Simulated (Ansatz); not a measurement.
# Nickel, dhcp under PBEsol: from relaxation to bulk modulus, part 1 of 3

What does PBEsol give for nickel in the dhcp structure? We relax it, solve it on a dense k-mesh, then scale the cell to 7 volumes from 88 to 112 % of the relaxed one and try a fit of the equation of state. The start is ferromagnetic. The k-meshes are 14×14×4 for the relaxation; 19×19×5 for the dense run; 17×17×5 for the volumes.

Program: Ansatz 0.2.0. Level of theory: DFT PBEsol, plane waves (420 eV) with PAW, scalar-relativistic; the PAW data stem from PBE, with regenerated cores. These are calculated values, not measurements.

## Step 1: Starting point

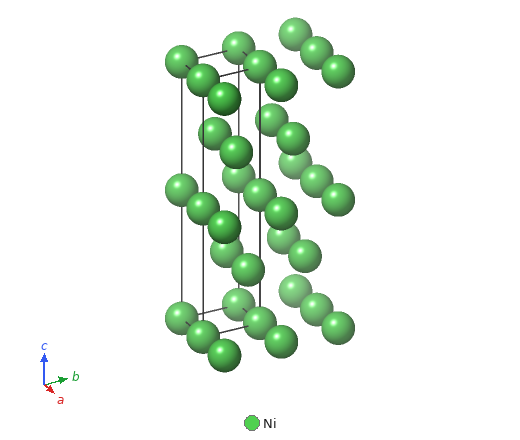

Start, viewed slightly off an axis; nickel green. 2×2×1 cells are drawn. Any atoms on the faces are drawn again on the opposite ones.

As a file:

```
CELL_PARAMETERS angstrom
2.49176 0.00000 0.00000
-1.24588 2.15792 0.00000
0.00000 0.00000 8.13807
ATOMIC_POSITIONS crystal
Ni 0.00000 0.00000 0.00000
Ni 0.00000 0.00000 0.50000
Ni 0.33333 0.66667 0.25000
Ni 0.66667 0.33333 0.75000
```

Starting moments (μB): +0.8 ×4.

## Step 2: Relaxing cell and atoms

input.yaml

```yaml
crystal:
  lattice:
    - [2.491755966, 0.0, 0.0]
    - [-1.245877983, 2.1579239666, 0.0]
    - [0.0, 0.0, 8.138074985]
  atoms:
    - { symbol: Ni, position: [0.0, 0.0, 0.0], spin: 0.8 }
    - { symbol: Ni, position: [0.0, 0.0, 0.5], spin: 0.8 }
    - { symbol: Ni, position: [0.3333333333, 0.6666666667, 0.25], spin: 0.8 }
    - { symbol: Ni, position: [0.6666666667, 0.3333333333, 0.75], spin: 0.8 }
hamiltonian:
  xc: pbesol
  pseudopotentials:
    kind: paw
    azcp:
      Ni: "pseudopotentials/Ni.paw.azcp"
basis:
  ecutwfc: 420
  fft_grid_basis: typed
kpoints:
  mp_grid: { grid: [14, 14, 4], shift: [0, 0, 0] }
magnetization:
  spin_polarized: true
scf:
  occupations: { method: fermi_dirac, width: 0.05 }
relax:
  max_steps: 60
  f_tol: 0.01
  cell: {}
```

Log:

```text
Warning: <dir> the record states the generating functional pbe (its physics header spells it `PBE`), which answers neither for hamiltonian.xc's functional nor for the pbesol family's — results may be inconsistent (PPs are generated against a specific XC)
Warning: RAYON_NUM_THREADS=2 ignored (pool sized by the plan → 2); use --threads N
Engine: ansatz 0.2.0, x86_64-unknown-linux-gnu
Pseudopotentials: kind: paw
Pseudopotential: Ni, paw, valence charge 18, recommended cutoff 420 eV (normal), <dir>
Functional definition: PBEsol
  exchange = pbesol_x
  correlation = pbesol_c
Crystal: 4 atoms, lattice volume = 43.759 Å³
Basis set: ecut = 420 eV, 837 PW (Γ), exchange–correlation on 36×36×120 points (8 copies of the dense FFT grid, shifted against one another)
Bands: 46, of which v1, the nominal top of the filled ones, is band 36 counted from 1 (35 counted from 0)
Symmetry: 24 space group operations
Space group: P63/mmc (ITA 194), of the structure as read, at distance tolerance 3.5e-5 Å
Magnetic group: BNS 194.263 (UNI 1493), of the structure as read, at distance tolerance 3.5e-5 Å
k-points: 72 of 784
Non-local potential: Ni, projectors of the file, l = 0: 3, l = 1: 2, l = 2: 3, l = 3: 1
PAW form: soft (Blöchl's): semilocal exchange-correlation on the pseudo side does not see the compensation charge
PAW frozen core: Ni, regenerated for the run's functional, and the local potential with it (the file was generated under x = pbe(κ = 0.804, μ = 0.2195149727645171), c = pbe(β = 0.06672455060314922))
PAW one-centre angular grid: Ni, 590 points (default); XC on 64 Gauss nodes
Initial density: superposition of atomic densities (chi_scale 0.1, normalization cell)
Starting moments: Σ|m| = 3.2 μB on 4 of 4 sites
Initial wavefunctions: pseudopotential atomic-orbital guess
Functional: x = pbesol(κ = 0.804, μ = 0.12345679012345678), c = pbesol(β = 0.046)
SCF iter   1: F=—  HF=-23217.222004 eV  |F-HF|=—  |Δ(HF+E_count)|=         —  Δρ=7.75e-2 (↑2.89e-2 ↓7.75e-2)  dr2=2.98e0  dr2_m=2.43e-1  M=3.270 μB ∫|m|=3.441 μB  β_m=0.30  ethr=3.10e-3  ⟨swp⟩=5.5  Hψ=21304  notcnv=0  defer=75
Mixer restart at iter 1: flushing history
preconditioner: auto → Kerker (q_TF=auto, 2.964 Å⁻¹)  [metal: Δε(μ)=0.002 eV  Ē_g=9.335 eV  σ=0.050 eV  W_gap=0.01  n_scr=12 (ndim 8)  ℏωp=35.5 eV  f_vac=0.000  D(μ)=6.19/eV (n_scr^D=84)]
spin=Collinear: Kerker preconditioning applied to the charge; magnetization (m = ρ↑ − ρ↓) channel mixes plain (no charge-response kernel on spin).
SCF iter   2: F=—  HF=-23216.485038 eV  |F-HF|=—  |Δ(HF+E_count)|=   7.37e-1  Δρ=2.23e-2 (↑2.23e-2 ↓1.60e-2)  dr2=4.69e-2  dr2_m=1.06e-1  M=3.173 μB ∫|m|=3.393 μB  β_m=0.31  ethr=3.10e-3  ⟨swp⟩=2.2  Hψ=10814  notcnv=0  defer=347
SCF iter   3: F=—  HF=-23217.662019 eV  |F-HF|=—  |Δ(HF+E_count)|=         —  Δρ=2.01e-2 (↑2.01e-2 ↓7.88e-3)  dr2=7.62e-2  dr2_m=3.80e-2  M=3.091 μB ∫|m|=3.351 μB  β_m=0.31  ethr=6.51e-5  ⟨swp⟩=2.2  Hψ=11377  notcnv=0  defer=347
Mixer restart at iter 3: flushing history
SCF iter   4: F=—  HF=-23218.491038 eV  |F-HF|=—  |Δ(HF+E_count)|=   8.29e-1  Δρ=1.46e-2 (↑1.46e-2 ↓8.52e-3)  dr2=9.09e-2  dr2_m=8.72e-3  M=3.002 μB ∫|m|=3.286 μB  β_m=0.65  ethr=6.51e-5  ⟨swp⟩=2.5  Hψ=11382  notcnv=0  defer=347
SCF iter   5: F=—  HF=-23219.541506 eV  |F-HF|=—  |Δ(HF+E_count)|=    1.05e0  Δρ=1.29e-2 (↑5.08e-3 ↓1.29e-2)  dr2=8.61e-2  dr2_m=9.55e-3  M=2.827 μB ∫|m|=3.145 μB  β_m=0.83  ethr=6.51e-5  ⟨swp⟩=2.7  Hψ=12648  notcnv=0  defer=347
SCF iter   6: F=—  HF=-23219.778722 eV  |F-HF|=—  |Δ(HF+E_count)|=   2.37e-1  Δρ=6.53e-3 (↑2.05e-3 ↓6.53e-3)  dr2=1.59e-2  dr2_m=4.25e-3  M=2.650 μB ∫|m|=2.982 μB  β_m=0.91  ethr=6.51e-5  ⟨swp⟩=2.0  Hψ=11091  notcnv=0  defer=369
SCF iter   7: F=—  HF=-23219.794533 eV  |F-HF|=—  |Δ(HF+E_count)|=   1.58e-2  Δρ=3.82e-3 (↑3.24e-3 ↓3.82e-3)  dr2=1.03e-2  dr2_m=4.89e-4  M=2.627 μB ∫|m|=2.963 μB  β_m=0.73  ethr=2.21e-5  ⟨swp⟩=2.0  Hψ=11919  notcnv=0  defer=372
SCF iter   8: F=—  HF=-23219.790823 eV  |F-HF|=—  |Δ(HF+E_count)|=   3.71e-3  Δρ=1.54e-3 (↑8.49e-4 ↓1.54e-3)  dr2=8.02e-4  dr2_m=3.76e-4  M=2.613 μB ∫|m|=2.950 μB  β_m=0.73  ethr=1.43e-5  ⟨swp⟩=2.0  Hψ=10420  notcnv=0  defer=381
SCF iter   9: F=—  HF=-23219.791948 eV  |F-HF|=—  |Δ(HF+E_count)|=   1.12e-3  Δρ=2.20e-3 (↑5.85e-4 ↓2.20e-3)  dr2=1.93e-3  dr2_m=3.29e-4  M=2.598 μB ∫|m|=2.937 μB  β_m=0.73  ethr=1.11e-6  ⟨swp⟩=2.1  Hψ=9364  notcnv=0  defer=380
SCF iter  10: F=—  HF=-23219.792242 eV  |F-HF|=—  |Δ(HF+E_count)|=   2.94e-4  Δρ=3.35e-4 (↑1.55e-4 ↓3.35e-4)  dr2=7.19e-5  dr2_m=4.21e-6  M=2.589 μB ∫|m|=2.930 μB  β_m=0.84  ethr=1.11e-6  ⟨swp⟩=2.0  Hψ=9442  notcnv=0  defer=381
SCF iter  11: F=—  HF=-23219.792243 eV  |F-HF|=—  |Δ(HF+E_count)|=   1.10e-6  Δρ=8.76e-5 (↑4.64e-5 ↓8.76e-5)  dr2=6.18e-6  dr2_m=2.27e-7  M=2.588 μB ∫|m|=2.929 μB  β_m=0.80  ethr=9.99e-8  ⟨swp⟩=2.4  Hψ=9864  notcnv=0  defer=381
SCF iter  12: F=—  HF=-23219.792242 eV  |F-HF|=—  |Δ(HF+E_count)|=   8.01e-7  Δρ=7.43e-5 (↑1.27e-5 ↓7.43e-5)  dr2=2.21e-6  dr2_m=4.27e-7  M=2.588 μB ∫|m|=2.928 μB  β_m=0.90  ethr=8.58e-9  ⟨swp⟩=2.4  Hψ=8779  notcnv=0  defer=381
SCF iter  13: F=—  HF=-23219.792243 eV  |F-HF|=—  |Δ(HF+E_count)|=   4.45e-7  Δρ=5.29e-5 (↑1.93e-5 ↓5.29e-5)  dr2=1.53e-6  dr2_m=1.23e-7  M=2.588 μB ∫|m|=2.929 μB  β_m=0.95  ethr=3.07e-9  ⟨swp⟩=1.0  Hψ=6624  notcnv=0  defer=381
SCF iter  14: F=—  HF=-23219.792243 eV  |F-HF|=—  |Δ(HF+E_count)|=   1.08e-7  Δρ=1.28e-5 (↑3.80e-6 ↓1.28e-5)  dr2=9.44e-8  dr2_m=8.87e-9  M=2.588 μB ∫|m|=2.929 μB  β_m=0.88  ethr=2.12e-9  ⟨swp⟩=2.2  Hψ=8509  notcnv=0  defer=381
SCF iter  15: F=—  HF=-23219.792243 eV  |F-HF|=—  |Δ(HF+E_count)|=   9.92e-9  Δρ=5.27e-6 (↑7.73e-7 ↓5.27e-6)  dr2=1.21e-8  dr2_m=2.30e-9  M=2.588 μB ∫|m|=2.929 μB  β_m=0.94  ethr=1.31e-10  ⟨swp⟩=2.1  Hψ=8751  notcnv=0  defer=381
SCF iter  16: F=-23219.792243 eV  HF=-23219.792243 eV  |F-HF|=9.54e-9  |Δ(HF+E_count)|=  8.15e-10  Δρ=3.90e-6 (↑1.18e-6 ↓3.90e-6)  dr2=1.01e-8  dr2_m=7.54e-10  M=2.588 μB ∫|m|=2.929 μB  ethr=1.69e-11  ⟨swp⟩=2.0  Hψ=18045  notcnv=0
SCF 1 converged in 16 iterations: F = -23219.792243 eV  dr2 = 1.01e-8
relax step   1: F+E_penalty+E_count = -23219.79224252 eV  Δ(F+E_penalty+E_count) = +0.000e0 eV  max|allowed force component| = 1.850e-17 eV/Å  Δτ_max = 0.0000 Å  P = -10.217 GPa  Ω = 43.759 Å³  (16 SCF iters, dr2 threshold 1.00e-7 eV, accepted)
[... 21 lines left out ...]
relax step   2: F+E_penalty+E_count = -23219.84855290 eV  Δ(F+E_penalty+E_count) = -5.631e-2 eV  max|allowed force component| = 3.238e-17 eV/Å  Δτ_max = 0.0000 Å  P = -5.263 GPa  Ω = 42.612 Å³  energy of the carried Pulay correction = +3.612e-4 eV  (11 SCF iters, dr2 threshold 4.00e-7 eV, accepted)
[... 20 lines left out ...]
relax step   3: F+E_penalty+E_count = -23219.86638597 eV  Δ(F+E_penalty+E_count) = -1.783e-2 eV  max|allowed force component| = 2.313e-17 eV/Å  Δτ_max = 0.0000 Å  P = +0.615 GPa  Ω = 41.456 Å³  energy of the carried Pulay correction = +7.351e-4 eV  (13 SCF iters, dr2 threshold 4.00e-7 eV, accepted)
[... 14 lines left out ...]
relax step   4: F+E_penalty+E_count = -23219.86656438 eV  Δ(F+E_penalty+E_count) = -1.784e-4 eV  max|allowed force component| = 2.660e-17 eV/Å  Δτ_max = 0.0000 Å  P = -0.003 GPa  Ω = 41.569 Å³  energy of the carried Pulay correction = +6.980e-4 eV  (10 SCF iters, dr2 threshold 4.00e-7 eV, accepted)
[... 15 lines left out ...]
relax step   5: F+E_penalty+E_count = -23219.86573102 eV  Δ(F+E_penalty+E_count) = +8.334e-4 eV  max|allowed force component| = 9.252e-18 eV/Å  Δτ_max = 0.0000 Å  P = +0.020 GPa  Ω = 41.569 Å³  stress off target by 3.67e-2 GPa  SCF on the basis re-selected at this cell (its energy is not comparable with the rows above)  (10 SCF iters)
basis re-selected at this cell: Δ(F+E_penalty+E_count) = +8.334e-4 eV, ΔP = +0.023 GPa vs the last step (what re-selecting the basis moved, of the pressure what is left beyond the Pulay correction that the steps carried, after the strain that the cell walked since its last selection, with what the two solves' SCF thresholds leave and, on support functions, any second-order correction that the steps lacked; it is no measure of the basis error at this ecutwfc). The dense FFT grid was sized anew with the basis: this SCF ran on 18×18×54 points, the steps before it on 18×18×60, so part of this shift can come from that change (see relax.cell in the input reference). This SCF's stress stands 3.67e-2 GPa from its target on what of the cell is left free (relax.cell.stress_tol is 5.00e-2 GPa) and its largest allowed force component is 9.25e-18 eV/Å (relax.f_tol is 1.00e-2 eV/Å): within both
SCF converged after 10 iterations
Magnetization: 2.4216 μB (37.2108 up, 34.7892 down)
Absolute magnetization: 2.7406 μB (∫|ρ↑−ρ↓|, with the PAW one-centre terms)
Spin contamination: 0.0220 ħ² per cell (⟨S²⟩ above its minimum at these occupations)
Per-site moments (μB) at R_I (Å): [(0.6322930772665049, 1.0093020981607137), (0.6322930772665045, 1.0093020981607137), (0.6470003363136619, 1.0093020981607137), (0.6470003363136616, 1.0093020981607137)]
Free energy (F): -23219.865731 eV
Harris-Foulkes:  -23219.865731 eV  (|F-HF|=1.46e-11)
Internal energy: -23219.804081 eV  (E = F + TS)
E sigma→0 (E₀):  -23219.834906 eV
Entropy (-TS):   -0.061650 eV (-15.413 meV/atom)
Fermi energy:    19.076720 eV
--- Per-component energies (eV) ---
  E_band       = -1074.087906
  E_kinetic    = 1132.945989
  E_local      = -13439.390953  (includes V_loc(G=0)·N_el)
  E_nonlocal   = 2543.641661
  E_hartree    = 5608.140356
  E_xc         = -339.547274
  E_vxc        = -439.488831  (∫ρ·V_xc dr)
  E_paw        = -6376.770842  (= ΣΔE_a)
  E_vpaw       = -2088.078894  (= ΣTr[D̂ρ^β])
  E_aug_tail   = 0.001968  (compensation charges beyond the density's cutoff)
  E_ewald      = -12349.614141
  E_core_change = 0.789155  (= ΣΔE_core)
  E_smearing   = -0.061650  (= −TS)
  E_closure    = 0.000000  (closes the sum)
  Σ components = -23219.865731   (vs F -23219.865731, Δ=0.00e0)
--- Forces (eV/Å), atoms counted from 1 ---
  atom   1  Ni    -0.00000000     0.00000000     0.00000000
  atom   2  Ni    -0.00000000    -0.00000000    -0.00000000
  atom   3  Ni     0.00000000    -0.00000000     0.00000000
  atom   4  Ni     0.00000000     0.00000000     0.00000000
  max |Σ_I F_I| component: 6.94e-18 eV/Å
--- Stress (GPa, compression-positive) ---
        0.036651       0.000000       0.000000
       -0.000000       0.036651       0.000000
        0.000000       0.000000      -0.012735
  P = ⅓ Tr σ = 0.0202 GPa (0.202 kbar)
--- Relaxed structure (4 steps of the walk, 4 accepted, 1 SCFs on fresh bases) ---
  F+E_penalty+E_count = -23219.86573102 eV   max|allowed force component| = 9.252e-18 eV/Å   (the final SCF, on the basis selected at the relaxed cell)
  cell:  # Å, volume = 41.5693 Å³
    - [2.4467929652380938, 1.9008963944304568e-34, 0.0]
    - [-1.2233964826190469, 2.1189848656972443, 0.0]
    - [0.0, 0.0, 8.017652833558614]
  atoms:
    - { symbol: Ni, position: [-3.8298007926357146e-35, -2.1847461183443766e-35, 3.451243495226555e-36] }
    - { symbol: Ni, position: [-3.597380992811845e-35, -1.719906518696637e-35, 0.5] }
    - { symbol: Ni, position: [0.3333333333333333, 0.6666666666666667, 0.25] }
    - { symbol: Ni, position: [0.6666666666666667, 0.3333333333333333, 0.75] }
```

It took 64 s on 2 threads of Intel Xeon Platinum 8259CL at 2.50GHz (Skylake/Cascade Lake), shared host; peak memory 0.55 GiB.

Step by step:

```tsv
step	energy change (meV/atom)	largest force (eV/Å)	pressure (GPa)	volume (Å³/atom)
1	0.00	0.0000	-10.22	10.940
2	-14.08	0.0000	-5.26	10.653
3	-18.54	0.0000	0.62	10.364
4	-18.58	0.0000	0.00	10.392
5	-18.37	0.0000	0.02	10.392
```

Steps that repeat a cell are solved on a basis chosen anew, so their changes of energy are no gain of the relaxation.

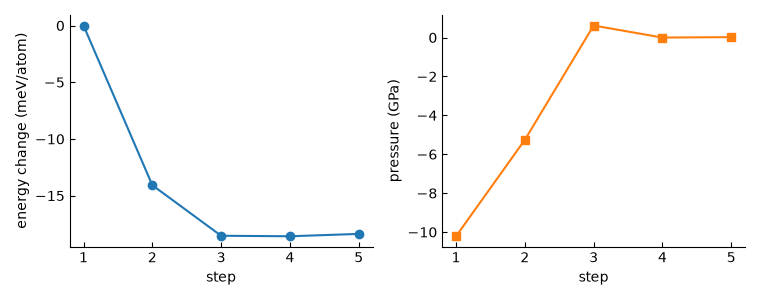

Energy and pressure over the accepted steps.

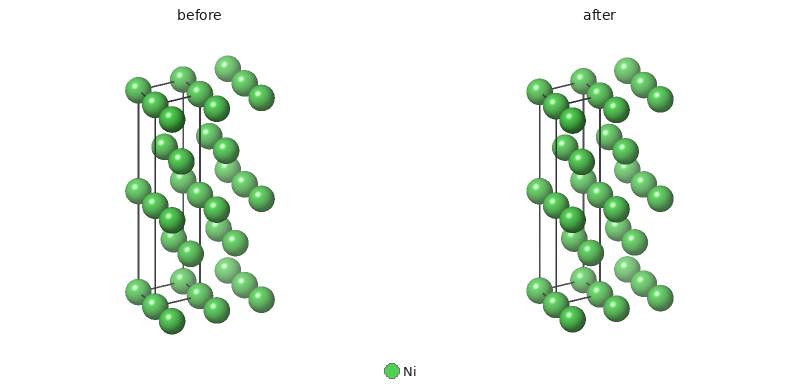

The structure before (left) and after (right), drawn at the same scale. The cells drawn are those of the first picture.

Changes in the cell that was computed:

|  | before | after | change |
| --- | --- | --- | --- |
| a (Å) | 2.492 | 2.447 | -1.8 % |
| b (Å) | 2.492 | 2.447 | -1.8 % |
| c (Å) | 8.138 | 8.018 | -1.5 % |
| volume (Å³/atom) | 10.940 | 10.392 | -5.0 % |
| shortest distance (Å) | 2.492 | 2.447 | -1.8 % |
| space group (spins left aside) | P6_3/mmc | P6_3/mmc | same |

(Continued in part 2 of 3.)
